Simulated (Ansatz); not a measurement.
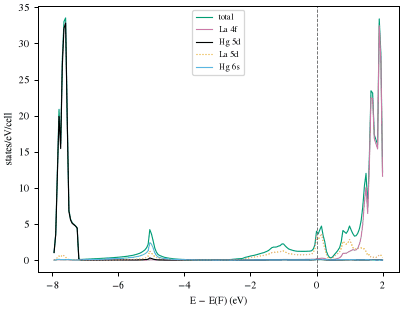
*Total and projected density of states of LaHg (CsCl type, Pm-3m), the program Ansatz at the r²SCAN level (PAW)*

Q: Which orbitals carry the states next to the Fermi level?

A: Within 0.5 eV of the Fermi level: La 5d 71 %, La 4f 7 %, outside the projected shells 15 %. Projections are on Löwdin-orthogonalised atomic valence shells; empty p or d shells of many metals are not among them.

Q: Where is the tallest occupied peak in this window, and what makes it?

A: Near -7.6 eV, about 34 states/eV per cell; the largest projected share is Hg 5d.

The first step of the workflow began from a Materials Project structure, measured or hypothetical; the Crystallography Open Database files this formula in space group No. 221, but the cells were not matched. Its standing as an ambient phase is unchecked. Symmetry was held in the r²SCAN relaxation; whether a distortion lowers the energy is not shown. Scalar-relativistic: spin–orbit coupling is off unless named, which matters more the heavier the elements.

Potentials: the later of the program's two PAW sets.
